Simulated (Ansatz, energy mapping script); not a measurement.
# Spin model of GdN in the rock-salt structure from collinear orders

Wanted: the magnetic order of GdN in the rock-salt structure, its couplings and an estimate of its ordering temperature, by PBE+U with a computed U.

Calculated with Ansatz 0.2.0; PBE with U on Gd f by linear response, ortho-atomic projectors; plane waves, U on orthogonalised atomic orbitals unless named otherwise, collinear spin, no spin–orbit coupling.

## 1. Starting point

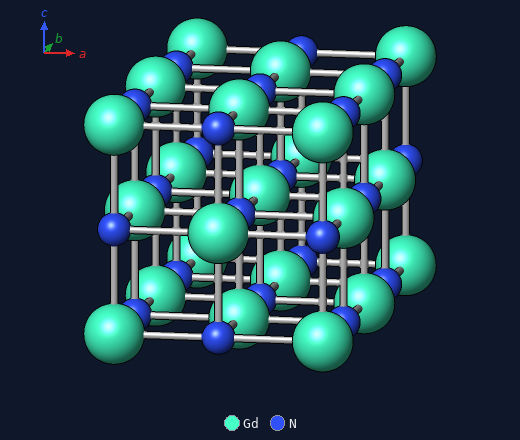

Start, viewed slightly off an axis; gadolinium teal, nitrogen blue. 1×2×1 cells are drawn. This picture shows the conventional cell, with its axes. Some periodic images of atoms are drawn too.

This cell was built for the study (rocksalt prototype, lattice guessed from radii), not taken from an experiment; the compound need not form in this structure.

The cell was relaxed beforehand in Ansatz under PBE with U = 6 eV on Gd f, ortho-atomic projectors, from parallel moments.

With a computed U no number in the result is fitted to experiment, though U carries the errors of its own one-shot run.

## 2. The Hubbard U from the response of the shell

A small shift of the shell's potential moves charge, once with all else frozen (χ₀) and once with the crystal screening it (χ); U is the difference of their inverses, taken as matrices. The response is summed over a mesh of wavevectors, so that a shifted site feels less of its own images.

input.yaml reads:

```yaml
crystal:
  lattice:
    - [0.0, -2.502081428, -2.502081428]
    - [-2.502081428, 0.0, -2.502081428]
    - [2.502081428, 2.502081428, -5.004162856]
  atoms:
    - { symbol: Gd, position: [0.5, 0.5, 0.5], spin: 7.0 }
    - { symbol: Gd, position: [0.0, 0.0, 0.0], spin: -7.0 }
    - { symbol: "N", position: [0.75, 0.75, 0.75] }
    - { symbol: "N", position: [0.25, 0.25, 0.25] }
magnetization:
  spin_polarized: true
kpoints:
  mp_grid: { grid: [8, 8, 8] }
hamiltonian:
  xc: pbe
  hubbard:
    sites: [{ species: Gd, l: f, u_eff: linear-response }]
    projectors: ortho-atomic
    lr: { qmesh: [2, 2, 2], qmesh_shift: [0.5, 0.5, 0.5] }
scf:
  occupations: { method: fermi_dirac, width: 0.05 }
output:
  eigenvalues: true
```

Command:

```sh
$ ansatz run input.yaml --threads 4 --pin off --max-ram 8192MiB --backend cpu --events-out ev --progress --plain --runs-dir out
```

Numbers of over 12 decimals in the logs are rounded to 6 here.

Output:

```text
Engine: ansatz 0.2.0, aarch64-unknown-linux-gnu
Pseudopotentials: kind: paw
Pseudopotential: Gd, paw, valence charge 18, recommended cutoff 420 eV (normal), Gd.paw.azcp
Pseudopotential: N, paw, valence charge 5, recommended cutoff 420 eV (normal), N.paw.azcp
Functional definition: PBE
  parameter kappa = 0.804
  parameter beta = 0.066725
  exchange = pbe_x(kappa = kappa, mu = beta*pi^2/3)
  correlation = pbe_c(beta = beta)
davidson cushion auto → off  (block headroom 13 ≥ Hubbard manifold empty extent 7; pin scf.eigensolver.cushion to override)
LR-U cycle 1: input U_eff = [0.000, 0.000] eV
Crystal: 4 atoms, lattice volume = 62.656 Å³
Basis set: ecut = 420 eV, 1219 PW (Γ)
Bands: 36, of which v1, the nominal top of the filled ones, is band 23 counted from 1 (22 counted from 0)
Symmetry: 12 space group operations
Space group: R-3m (ITA 166), of the structure as read, at distance tolerance 4.0e-5 Å
Magnetic group: BNS 166.102 (UNI 1332), of the structure as read, at distance tolerance 4.0e-5 Å
k-points: 65 of 512
Non-local potential: Gd, projectors of the file, l = 0: 3, l = 1: 2, l = 2: 2, l = 3: 3
Non-local potential: N, projectors of the file, l = 0: 2, l = 1: 2, l = 2: 1
PAW form: soft (Blöchl's): semilocal exchange-correlation on the pseudo side does not see the compensation charge
PAW one-centre angular grid: Gd, 590 points (default); XC on 64 Gauss nodes
PAW one-centre angular grid: N, 110 points (default); XC on 64 Gauss nodes
Initial density: superposition of atomic densities (chi_scale 0.1, normalization cell, long waves kept (reshape's long-wave potential 0.00 eV rms))
Starting moments: Σ|m| = 14 μB on 2 of 4 sites
Starting magnetic order: antiferromagnet; a translation exchanges its spin sublattices: spin-degenerate at every k-point
Initial wavefunctions: pseudopotential atomic-orbital guess
Functional: x = pbe(κ = 0.804, μ = 0.219515), c = pbe(β = 0.066725)
the translation (0.5, 0.5, 0.5) carries every atom to within crystal.symmetry.tolerance of an atom of its element with the starting moment reversed, but both spin channels are solved: the dense FFT box has an odd point count along it
iter 1 solved again at ethr=4.27e-3 eV; its pass at ethr=1.00e-1 eV (dr2=1.96e0 eV) is discarded
SCF iter   1: F=—  HF=-19432.718866 eV  |F-HF|=—  |Δ(HF+E_count)|=         —  Δρ=2.68e-1 (↑2.68e-1 ↓2.68e-1)  dr2=1.91e0  dr2_m=4.06e1  M=-0.000 μB ∫|m|=14.327 μB  β_m=1.00  ethr=4.27e-3  ⟨swp⟩=3.8  Hψ=21474  notcnv=0
preconditioner: auto → Resta (q_TF=auto, 2.591 Å⁻¹)  ε∞=8.5  [insulator: Δε(μ)=0.371 eV  Ē_g=11.094 eV  σ=0.050 eV  W_gap=0.95  n_scr=22 (ndim 8)  ℏωp=30.4 eV  f_vac=0.000  D(μ)=0.01/eV (n_scr^D=0)  ε∞_Penn≈8.5]
spin=Collinear: Resta preconditioning applied to the charge; magnetization (m = ρ↑ − ρ↓) channel mixes plain (no charge-response kernel on spin).
SCF iter   2: F=—  HF=-19425.540868 eV  |F-HF|=—  |Δ(HF+E_count)|=    7.18e0  Δρ=2.57e-2 (↑2.55e-2 ↓2.57e-2)  dr2=4.41e-1  dr2_m=1.83e-1  M=-0.000 μB ∫|m|=14.008 μB  β_m=1.00  ethr=4.14e-3  ⟨swp⟩=5.4  Hψ=14031  notcnv=0  defer=28
SCF iter   3: F=—  HF=-19431.806733 eV  |F-HF|=—  |Δ(HF+E_count)|=    6.27e0  Δρ=1.21e-2 (↑1.21e-2 ↓1.20e-2)  dr2=2.23e-1  dr2_m=2.66e-3  M=-0.000 μB ∫|m|=13.992 μB  β_m=1.00  ethr=9.59e-4  ⟨swp⟩=4.4  Hψ=11456  notcnv=0  defer=24
iter 4 solved again at ethr=2.11e-5 eV; its pass at ethr=4.85e-4 eV (dr2=9.71e-3 eV) is discarded
SCF iter   4: F=—  HF=-19435.415668 eV  |F-HF|=—  |Δ(HF+E_count)|=    3.61e0  Δρ=2.99e-3 (↑2.99e-3 ↓2.96e-3)  dr2=9.83e-3  dr2_m=9.37e-4  M=0.000 μB ∫|m|=14.011 μB  β_m=1.00  ethr=2.11e-5  ⟨swp⟩=5.7  Hψ=22682  notcnv=0  defer=117
SCF iter   5: F=—  HF=-19437.091870 eV  |F-HF|=—  |Δ(HF+E_count)|=    1.68e0  Δρ=2.33e-3 (↑2.33e-3 ↓2.30e-3)  dr2=3.99e-3  dr2_m=4.04e-4  M=0.000 μB ∫|m|=14.013 μB  β_m=1.00  ethr=2.11e-5  ⟨swp⟩=4.2  Hψ=13532  notcnv=0  defer=28
[...]
NSCF: frozen V_eff on 576 k-points
the translation (0.5, 0.5, 0.5) carries every atom to within crystal.symmetry.tolerance of an atom of its element with the starting moment reversed, but both spin channels are solved: the SCF whose density it solves on was not solved under it
DFPT response loops at q = (0.25, 0.25, 0.25) (fractional): mixed as the last ones told, above
NSCF: frozen V_eff on 576 k-points
the translation (0.5, 0.5, 0.5) carries every atom to within crystal.symmetry.tolerance of an atom of its element with the starting moment reversed, but both spin channels are solved: the SCF whose density it solves on was not solved under it
DFPT response loops at q = (0.25, 0.25, -0.25) (fractional): mixed as the last ones told, above
LR-U cycle 1: largest |computed − input| of the U and V asked for = 4.3173 eV
LR-U result after 1 cycle(s), on the 2×2×2 q mesh at shift [0.5, 0.5, 0.5]:
  orbit [0]: n₀ = 7.1185, χ₀ = -0.0772 eV⁻¹, χ = -0.0579 eV⁻¹, U = 4.317 eV, projected Ū = 4.317 eV over the magnetic orbit of site 0 (written back: yes)
  orbit [1]: n₀ = 7.1185, χ₀ = -0.0772 eV⁻¹, χ = -0.0579 eV⁻¹, U = 4.317 eV, projected Ū = 4.317 eV over the magnetic orbit of site 0 (written back: yes)
  q = [0.2500, 0.2500, 0.2500], weight 0.2500: sites [0] shifted on 288 pairs of k-points with 36 bands, 9 passes, the loops' stops and last bands leave some 9.4e-6 eV⁻¹ in χ
  q = [0.2500, 0.2500, -0.2500], weight 0.2500: sites [0] shifted on 288 pairs of k-points with 36 bands, 9 passes, the loops' stops and last bands leave some 8.7e-6 eV⁻¹ in χ
  q = [0.2500, -0.2500, 0.2500], weight 0.5000: sites [0] shifted on 512 pairs of k-points with 36 bands, 7 passes, the loops' stops and last bands leave some 1.2e-5 eV⁻¹ in χ
the translation (0.5, 0.5, 0.5) carries every atom to within crystal.symmetry.tolerance of an atom of its element with the starting moment reversed, but both spin channels are solved: the dense FFT box has an odd point count along it
[...]
spin=Collinear: Resta preconditioning applied to the charge; magnetization (m = ρ↑ − ρ↓) channel mixes plain (no charge-response kernel on spin).
[...]
spin-set hold released at iteration 6 (site moments contracting): the magnetisation degrees of freedom join the quasi-Newton model from the next iteration; the mixer history was flushed
[...]
SCF 2 converged in 13 iterations: F = -19438.245955 eV  dr2 = 8.17e-9
SCF converged after 13 iterations
Magnetization: -0.0000 μB (23.0000 up, 23.0000 down)
Absolute magnetization: 14.2220 μB (∫|ρ↑−ρ↓|, with the PAW one-centre terms)
Spin contamination: 7.0203 ħ² per cell (⟨S²⟩ above its minimum at these occupations)
Per-site moments (μB) at R_I (Å): [(6.914419, 1.03210858905), (-6.914419, 1.032109), (2.394211074791367e-7, 1.03210858905), (2.3942110796174064e-7, 1.032109)]
Free energy (F): -19438.245955 eV
Harris-Foulkes:  -19438.245955 eV  (|F-HF|=4.62e-10)
Internal energy: -19438.244808 eV  (E = F + TS)
E sigma→0 (E₀):  -19438.245381 eV
Entropy (-TS):   -0.001147 eV (-0.287 meV/atom)
Fermi energy:    14.190914 eV
--- Per-component energies (eV) ---
  E_band       = 96.724873
  E_kinetic    = 1072.032980
  E_local      = -3821.457054  (includes V_loc(G=0)·N_el)
  E_nonlocal   = 658.529323
  E_hartree    = 1561.115050
  E_xc         = -592.451900
  E_vxc        = -665.978455  (∫ρ·V_xc dr)
  E_hubbard    = 0.298018  (on-site DFT+U / exact-exchange correction)
  E_vhub       = -29.838921  (the Hubbard potential's part of the band-sum identity)
  E_paw        = -13147.488090  (= ΣΔE_a)
  E_vpaw       = -238.795603  (= ΣTr[D̂ρ^β])
  E_aug_tail   = 0.000185  (compensation charges beyond the density's cutoff)
  E_ewald      = -5168.823319
  E_smearing   = -0.001147  (= −TS)
  E_closure    = 0.000000  (closes the sum)
  Σ components = -19438.245955   (vs F -19438.245955, Δ=0.00e0)
--- Band table (eV; the first three rows and the last of 130) ---
  k-point 0 ↑: bands = [... 19 lower, 11.8748, 14.1592, 14.1690, 14.1690, 17.1412, 17.1412, 17.1486, 17.7527, ... 9 higher]
  k-point 1 ↑: bands = [... 19 lower, 11.9358, 13.9066, 14.0357, 14.0357, 17.1064, 17.2186, 17.2186, 17.9582, ... 9 higher]
  k-point 2 ↑: bands = [... 19 lower, 12.1133, 13.3107, 13.6999, 13.6999, 17.0256, 17.4181, 17.4181, 18.1057, ... 9 higher]
  k-point 64 ↓: bands = [... 19 lower, 12.3569, 12.4249, 12.8985, 12.9318, 16.3672, 17.8643, 17.9733, 18.1614, ... 9 higher]
Occupation matrices written to <dir>
```

Run time: 3.7 min. Hardware: 4 threads of Arm Neoverse V2, shared host; peak memory 3.6 GiB.

Bare and screened response, and U:

| site | electrons | χ₀ (1/eV) | χ (1/eV) | U (eV) |
| --- | --- | --- | --- | --- |
| Gd1 | 7.119 | -0.07716 | -0.05787 | 4.32 |
| Gd2 | 7.119 | -0.07716 | -0.05787 | 4.32 |

For Gd1 the on-site elements alone give 1/χ₀ − 1/χ = 4.32 eV, the inverses of the full matrices 4.32 eV, and the program reports 4.32 eV. The state, moments and gap printed next belong to the closing SCF at this U.

The mean over each element's sites is typed into the runs below, where the first set of runs used U = 6 eV on Gd f, ortho-atomic projectors.

## 3. A run to fix the orbital filling

A corrected shell can settle in several orbital fillings. One parallel run, with an occupation width a fifth wider than the orders use, therefore is to supply the occupation matrices. All orders start from them.

input.yaml reads:

```yaml
crystal:
  lattice:
    - [0.0, 2.502081428, 2.502081428]
    - [2.502081428, 0.0, 2.502081428]
    - [2.502081428, 2.502081428, 0.0]
  atoms:
    - { symbol: Gd, position: [0.0, 0.0, 0.0], spin: 7.0 }
    - { symbol: "N", position: [0.5, 0.5, 0.5] }
magnetization:
  spin_polarized: true
kpoints:
  mp_grid: { grid: [12, 12, 12] }
hamiltonian:
  xc: pbe
  hubbard:
    sites: [{ species: Gd, l: f, u_eff: 4.32 }]
    projectors: ortho-atomic
scf:
  occupations: { method: fermi_dirac, width: 0.06 }
output:
  eigenvalues: true
```

Output:

```text
[...]
Crystal: 2 atoms, lattice volume = 31.328 Å³
Basis set: ecut = 420 eV, 609 PW (Γ)
Bands: 19, of which v1, the nominal top of the filled ones, is band 12 counted from 1 (11 counted from 0)
Symmetry: 48 space group operations
[...]
k-points: 72 of 1728
[...]
Starting moments: Σ|m| = 7 μB on 1 of 2 sites
[...]
SCF iter   1: F=—  HF=-9718.338497 eV  |F-HF|=—  |Δ(HF+E_count)|=         —  Δρ=5.33e-2 (↑2.89e-2 ↓5.33e-2)  dr2=7.80e-1  dr2_m=3.36e-1  M=7.000 μB ∫|m|=7.106 μB  β_m=0.30  ethr=3.10e-3  ⟨swp⟩=5.6  Hψ=11301  notcnv=0
[...]
spin=Collinear: Kerker preconditioning applied to the charge; magnetization (m = ρ↑ − ρ↓) channel mixes plain (no charge-response kernel on spin).
SCF iter   2: F=—  HF=-9718.635379 eV  |F-HF|=—  |Δ(HF+E_count)|=   2.97e-1  Δρ=4.07e-2 (↑2.25e-2 ↓4.07e-2)  dr2=3.57e-1  dr2_m=2.00e-1  M=7.000 μB ∫|m|=7.147 μB  β_m=0.65  ethr=3.10e-3  ⟨swp⟩=1.8  Hψ=4553  notcnv=0  defer=100
[...]
SCF iter  10: F=-9719.134829 eV  HF=-9719.134829 eV  |F-HF|=1.78e-8  |Δ(HF+E_count)|=   2.07e-7  Δρ=6.02e-6 (↑3.41e-6 ↓6.02e-6)  dr2=2.00e-8  dr2_m=2.22e-9  M=7.000 μB ∫|m|=7.280 μB  ethr=4.35e-10  ⟨swp⟩=4.0  Hψ=9842  notcnv=0
SCF 1 converged in 10 iterations: F = -9719.134829 eV  dr2 = 2.00e-8
[...]
SCF converged after 10 iterations
Magnetization: 6.9999 μB (14.9999 up, 8.0001 down)
Absolute magnetization: 7.2800 μB (∫|ρ↑−ρ↓|, with the PAW one-centre terms)
[...]
Per-site moments (μB) at R_I (Å): [(6.926183, 1.032109), (-0.138470, 1.032109)]
Free energy (F): -9719.134829 eV
[...]
Internal energy: -9719.134005 eV  (E = F + TS)
E sigma→0 (E₀):  -9719.134417 eV
Entropy (-TS):   -0.000825 eV (-0.412 meV/atom)
Fermi energy:    14.352130 eV
[...]
--- Band table (eV; the first three rows and the last of 144) ---
  k-point 0 ↑: bands = [... 8 lower, 8.5288, 8.7514, 8.7514, 8.7514, 14.5431, 14.5431, 14.5431, 16.7711, ... 3 higher]
  k-point 1 ↑: bands = [... 8 lower, 8.5358, 8.7414, 8.7414, 8.7517, 13.9999, 14.2319, 14.2319, 16.8841, ... 3 higher]
  k-point 2 ↑: bands = [... 8 lower, 8.5557, 8.7159, 8.7159, 8.7527, 12.9612, 13.5738, 13.5738, 17.1025, ... 3 higher]
  k-point 71 ↓: bands = [... 8 lower, 17.4820, 17.4820, 18.1889, 18.1889, 18.2804, 18.3093, 18.3409, 19.1971, ... 3 higher]
Occupation matrices written to <dir>
```

It took 1.7 s on 4 threads; peak memory 0.4 GiB.

Read from the output:

```
final state                       : ferromagnetic
electrons in the corrected shells : 7.049 e
largest moment                    : 6.926 μB
```

## 4. Order 1: parallel, cell A of 4 atoms

The parallel order is the zero of energy for this cell and mesh.

input.yaml reads:

```yaml
crystal:
  lattice:
    - [0.0, -2.502081428, -2.502081428]
    - [-2.502081428, 0.0, -2.502081428]
    - [2.502081428, 2.502081428, -5.004162856]
  atoms:
    - { symbol: Gd, position: [0.5, 0.5, 0.5], spin: 7.0 }
    - { symbol: Gd, position: [0.0, 0.0, 0.0], spin: 7.0 }
    - { symbol: "N", position: [0.75, 0.75, 0.75] }
    - { symbol: "N", position: [0.25, 0.25, 0.25] }
magnetization:
  spin_polarized: true
kpoints:
  mp_grid: { grid: [12, 12, 12] }
hamiltonian:
  xc: pbe
  hubbard:
    sites:
      - { species: Gd, l: f, u_eff: 4.32 }
      - { site: 0, l: f, u_eff: 4.32, starting_ns: [{ spin: up, occupation_matrix: gd1_major }, { spin: down, occupation_matrix: gd1_minor }] }
      - { site: 1, l: f, u_eff: 4.32, starting_ns: [{ spin: up, occupation_matrix: gd1_major }, { spin: down, occupation_matrix: gd1_minor }] }
    projectors: ortho-atomic
    occupation_matrices:
      gd1_major:
        matrix:
          - [0.998, 0.0, 0.0, 0.0, 0.0, 0.0, 0.0]
          - [0.0, 0.998, 0.0, 0.0, 0.0, 0.0, 0.0]
          - [0.0, 0.0, 0.998, 0.0, 0.0, 0.0, 0.0]
          - [0.0, 0.0, 0.0, 0.999, 0.0, 0.0, 0.0]
          - [0.0, 0.0, 0.0, 0.0, 0.999, 0.0, 0.0]
          - [0.0, 0.0, 0.0, 0.0, 0.0, 0.998, 0.0]
          - [0.0, 0.0, 0.0, 0.0, 0.0, 0.0, 0.998]
      gd1_minor:
        matrix:
          - [0.015, 0.0, 0.0, 0.0, 0.0, 0.0, 0.0]
          - [0.0, 0.009, 0.0, 0.0, 0.0, -0.005, 0.0]
          - [0.0, 0.0, 0.009, 0.0, 0.0, 0.0, 0.005]
          - [0.0, 0.0, 0.0, 0.005, 0.0, 0.0, 0.0]
          - [0.0, 0.0, 0.0, 0.0, 0.001, 0.0, 0.0]
          - [0.0, -0.005, 0.0, 0.0, 0.0, 0.011, 0.0]
          - [0.0, 0.0, 0.005, 0.0, 0.0, 0.0, 0.011]
scf:
  occupations: { method: fermi_dirac, width: 0.05 }
output:
  eigenvalues: true
```

Output:

```text
Warning: crystal.symmetry: narrowed to the stabiliser of the occupation matrices — unitary ops 24 → 8; lowered by the specified shells (site 0, l: f), (site 1, l: f); largest admitted image defect 1.3e-15, smallest excluded 1.0e-3 — at a rounding scale rather than a splitting's, so precision (not physics) most likely lowered the group: (i) a fixed point transcribed at too few decimals — re-emit the block at full precision (to 7 decimals or more, rounded to nearest) from a symmetrised source (a converged report's `n_mat` / `n_mat_spinor`) (of a frozen-density pass: in the run whose state it reads); [rest of the remark cut]
[...]
Crystal: 4 atoms, lattice volume = 62.656 Å³
Basis set: ecut = 420 eV, 1219 PW (Γ)
Bands: 36, of which v1, the nominal top of the filled ones, is band 23 counted from 1 (22 counted from 0)
Symmetry: 8 space group operations
k-points: 476 of 1728
[...]
Starting moments: Σ|m| = 14 μB on 2 of 4 sites
[...]
SCF iter   1: F=—  HF=-19438.356293 eV  |F-HF|=—  |Δ(HF+E_count)|=         —  Δρ=6.29e-2 (↑2.88e-2 ↓6.29e-2)  dr2=2.09e0  dr2_m=8.61e-1  M=14.000 μB ∫|m|=14.291 μB  β_m=1.00  ethr=3.10e-3  ⟨swp⟩=5.7  Hψ=124290  notcnv=0  defer=9
[...]
SCF iter  13: F=-19438.269263 eV  HF=-19438.269263 eV  |F-HF|=6.84e-9  |Δ(HF+E_count)|=   3.29e-8  Δρ=2.84e-6 (↑1.72e-6 ↓2.84e-6)  dr2=1.09e-8  dr2_m=6.72e-10  M=14.000 μB ∫|m|=14.561 μB  ethr=5.74e-11  ⟨swp⟩=3.6  Hψ=95618  notcnv=0
SCF 1 converged in 13 iterations: F = -19438.269263 eV  dr2 = 1.09e-8
[...]
SCF converged after 13 iterations
Magnetization: 13.9999 μB (30.0000 up, 16.0000 down)
Absolute magnetization: 14.5609 μB (∫|ρ↑−ρ↓|, with the PAW one-centre terms)
[...]
Per-site moments (μB) at R_I (Å): [(6.926246, 1.03210858905), (6.926246, 1.032109), (-0.138614, 1.03210858905), (-0.138614, 1.032109)]
Free energy (F): -19438.269263 eV
[...]
Internal energy: -19438.267913 eV  (E = F + TS)
E sigma→0 (E₀):  -19438.268588 eV
Entropy (-TS):   -0.001350 eV (-0.337 meV/atom)
Fermi energy:    14.352260 eV
[...]
--- Specified on-site occupations, and those of the state reported ---
  electrons in the specified blocks: 14.0980 specified, 14.0983 found
  site 1 (l=f) ↑: largest change of an orbital's occupation 0.0008; electrons 6.9880 specified, 6.9893 found; spectral distance 0.0011
[...]
site 0 (l=f) ↓: largest change of an orbital's occupation 0.0006; electrons 0.0610 specified, 0.0598 found; spectral distance 0.0010
[...]
--- Band table (eV; the first three rows and the last of 952) ---
  k-point 0 ↑: bands = [... 19 lower, 8.7514, 8.7514, 8.7514, 8.7567, 8.8166, 10.0216, 11.8249, 11.8249, ... 9 higher]
  k-point 1 ↑: bands = [... 19 lower, 8.7488, 8.7488, 8.7515, 8.7566, 8.7915, 10.0960, 11.8577, 11.8577, ... 9 higher]
  k-point 2 ↑: bands = [... 19 lower, 8.7328, 8.7414, 8.7414, 8.7517, 8.7563, 10.3015, 11.9548, 11.9548, ... 9 higher]
  k-point 475 ↓: bands = [... 19 lower, 18.0994, 18.1245, 18.1245, 18.2109, 18.2109, 18.2507, 18.2507, 18.3149, ... 9 higher]
Occupation matrices written to <dir>
```

The job ended after 38 s (4 threads; peak memory 1.8 GiB).

Spin moment in the sphere by atom:

| atom | spin moment in the sphere (μB) |
| --- | --- |
| Gd1 | 6.93 |
| Gd2 | 6.93 |
| N3 | -0.14 |
| N4 | -0.14 |

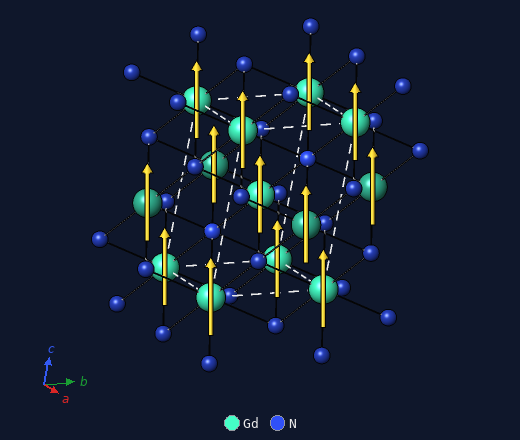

Spin moment in the sphere as arrows, the longest 6.93 μB. Up and down stand for the sign. Arrows give size and sign along the axis of quantisation, drawn up and down the page. Some periodic images of atoms are drawn too.

The run ends ferromagnetic.

(Part 1 of 3 ends here.)

[Logs and program files are shortened in this print: banners, set-up blocks, solver, clock and traceback lines can be left out without a mark of their own.]

[Logs are printed without paths, hosts, clocks, repeated set-up lines and the standing remarks that a program may print on its own settings, such as how far it seeks lower states.]

[Hosts, paths, dates, database ids (printed as entryN), source tags and the programs' standing remarks are cut or masked in the printed files.]

[Where a cell is said to come from a database of computed structures, the database is the Materials Project.]
